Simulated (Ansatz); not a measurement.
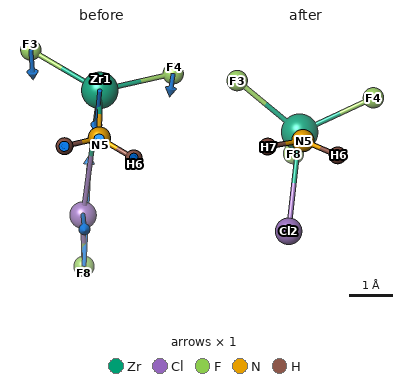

The structure of ZrNH₂ClF₃ (multiplicity 2) before (left) and after (right) a relaxation, at one scale. The blue arrows give the displacements, at their true length.

A ball-and-stick model, seen from a free direction.

The run prepares an end point of a later path (reaction) calculation, from a guessed geometry.

Level of theory: UKS PBE-D4/def2-SVP in Ansatz.

Input file:
```yaml
crystal:
  periodic: [false, false, false]
  atoms:
    - { symbol: Zr, position_ang: [-0.019985, 0.06191, -0.560684] }
    - { symbol: Cl, position_ang: [0.09271, -0.164121, 3.134407] }
    - { symbol: F, position_ang: [1.8488, 0.039184, -0.972311] }
    - { symbol: F, position_ang: [-1.135199, 1.614167, -0.483205] }
    - { symbol: "N", position_ang: [-0.977188, -1.698325, -0.758246] }
    - { symbol: H, position_ang: [-1.992955, -1.846036, -0.693829] }
    - { symbol: H, position_ang: [-0.537609, -2.608664, -0.94798] }
    - { symbol: F, position_ang: [0.033626, -0.058114, 4.742248] }
magnetization:
  spin_polarized: true
  initial_magnetization: 1
basis:
  gaussian: { orbitals: def2-SVP }
hamiltonian:
  xc: pbe
  dispersion: d4
relax:
  f_tol: 0.03
  max_steps: 50
```

Launched with:
```bash
ansatz run input.yaml --threads 4 --pin off --max-ram 5120MiB --backend cpu --events-out ev --progress --plain --runs-dir out
```

Question: Describe what moved and what it gained.

Answer: The atom that moves furthest after the best rigid fit is F8 (2.69 Å). Largest moves by element: F 2.69 Å, Cl 2.07 Å, Zr 1.39 Å, N 0.36 Å, H 0.34 Å. Near-neighbour distances that change, for instance: Zr1–F8 5.305 → 1.920 Å, Cl2–F8 1.612 → 3.202 Å, Zr1–Cl2 3.704 → 2.470 Å, Zr1–N5 2.013 → 2.312 Å. New bonds form, among them: Zr1–F8 (5.30 → 1.92 Å). Bonds break, among them: Cl2–F8 (1.61 → 3.20 Å). Among the angles between lasting bonds that change: F3–Zr1–N5 115.6° → 88.9°, F3–Zr1–F4 126.0° → 115.2°. After 43 accepted moves (45 points after the start) the energy has fallen by 5.601 eV. Largest force component: 3.8 eV/Å at the start, 0.0084 eV/Å at the end. The line search rejected the trial steps at points 32, 35 of the run. The forces were under the threshold at step 30, but the run went on from there.

Limits of the set-up: the start holds two separate molecules, 3.7 Å apart at their closest, whose relative position is a soft coordinate.
